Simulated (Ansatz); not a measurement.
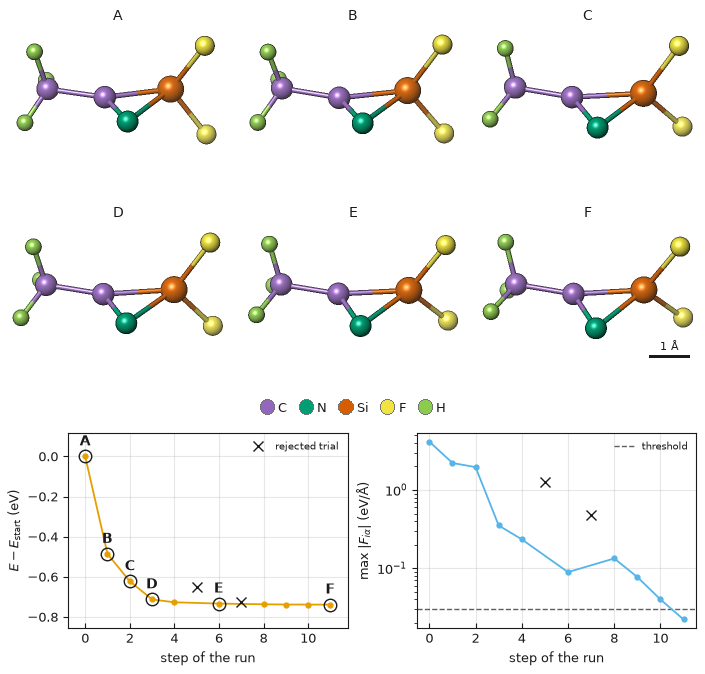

Frames of a relaxation of C$_{2}$H$_{3}$F$_{2}$NSi (coarse preliminary run), marked on the history of the run. A ball-and-stick model, seen at a tilt.

The start comes from a force field.

Method: RKS PBE-D4/def2-SVP in Ansatz 0.2.0. (force threshold 0.03 eV/Å; at most 200 steps)

Describe the path.

The atom that moves furthest after the best rigid fit is an F atom (0.43 Å). By element the largest moves are F 0.43 Å, H 0.41 Å, N 0.28 Å, Si 0.26 Å, C 0.06 Å. Among the contacts that change: C–Si 1.686 → 1.767 Å, C–N 1.250 → 1.324 Å, C–H 1.052 → 1.109 Å, N–Si 1.818 → 1.761 Å. Among the angles between lasting bonds that change: N–Si–F 105.0° → 120.6°, N–Si–F 106.9° → 120.5°, C–C–Si 152.9° → 162.4°. Groups turn about C–C by about 35°. Over 9 accepted moves (11 points after the start) the energy falls by 0.738 eV. The largest force component goes from 4.1 to 0.022 eV/Å. The line search rejected the trial steps at points 5, 7 of the run. From step 0 to 1: the Si atom moves most (0.10 Å), energy −0.486 eV. From step 1 to 2: an F atom moves most (0.20 Å), energy −0.136 eV. From step 2 to 3: an H atom moves most (0.09 Å), energy −0.090 eV. From step 3 to 6: F and H atoms move most (0.15 Å), energy −0.021 eV. From step 6 to 11: H atoms move most (0.13 Å), energy −0.005 eV.

```tsv
step	E − E(0), eV	largest force component, eV/Å	note
0	0.0000	4.1316	
1	-0.4858	2.2057	
2	-0.6222	1.9538	
3	-0.7126	0.3520	
4	-0.7269	0.2340	
5	-0.6492	1.2478	rejected
6	-0.7334	0.0894	
7	-0.7278	0.4759	rejected
8	-0.7368	0.1335	
9	-0.7380	0.0775	
10	-0.7383	0.0401	
11	-0.7385	0.0223
```
